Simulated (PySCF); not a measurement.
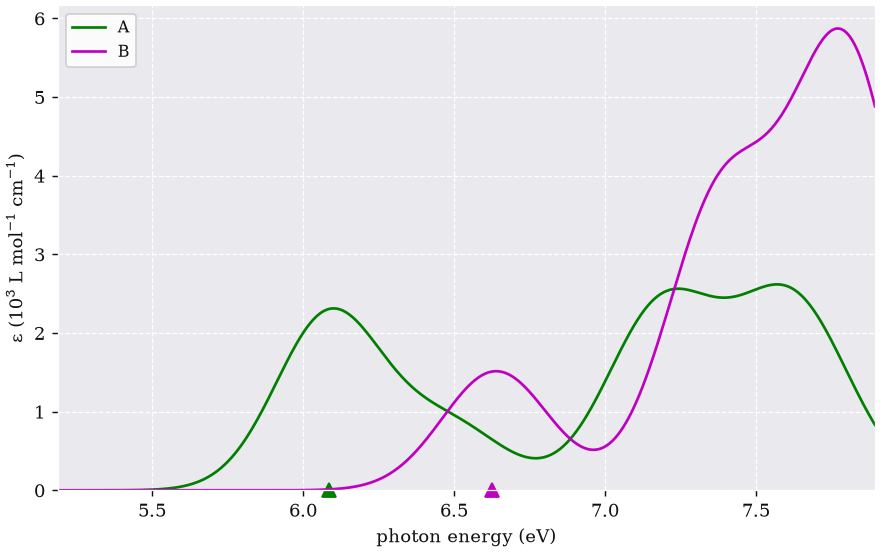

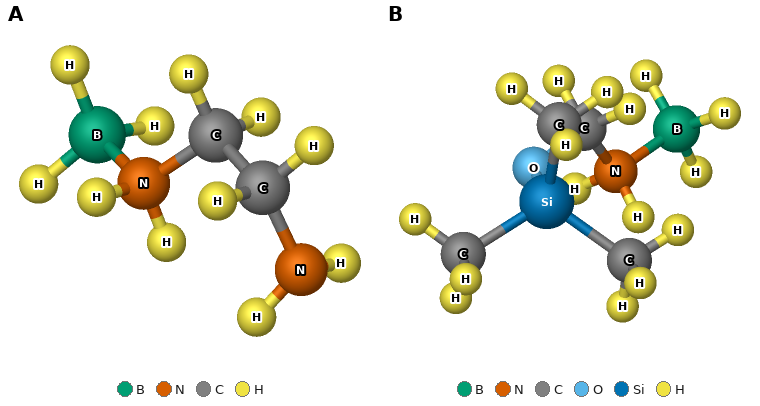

Related molecules: A is C₂H₁₁BN₂, SMILES [BH3-][NH2+]CCN; B is C₄H₁₆BNOSi, SMILES [BH3-][NH2+]CO[Si](C)(C)C. Vertical TDDFT absorption, PBE0/def2-SVPD with PySCF, at a PBE0-D3(BJ)/def2-SVP geometry (no frequency check); Gaussians of 1/e half-width 0.25 eV, triangles mark S1, and the range ends where the computed states of one molecule run out.

Question: How does the lowest singlet move?

Answer: A: 6.09 eV (f = 0.034, mainly HOMO → LUMO (88 %)); B: 6.63 eV (f = 0.015, mainly HOMO → LUMO (73 %)) (S2 lies within 0.06 eV, too close to order). From A to B it shifts 0.54 eV to the blue.

Question: And the brightest state of each within the range drawn?

Answer: A: S1 at 6.09 eV, f = 0.03; B: S3 at 7.37 eV, f = 0.04.

Limits of at least one run: core orbitals are frozen in the response; one conformer of a flexible molecule; states above the negative HOMO energy depend on the basis.
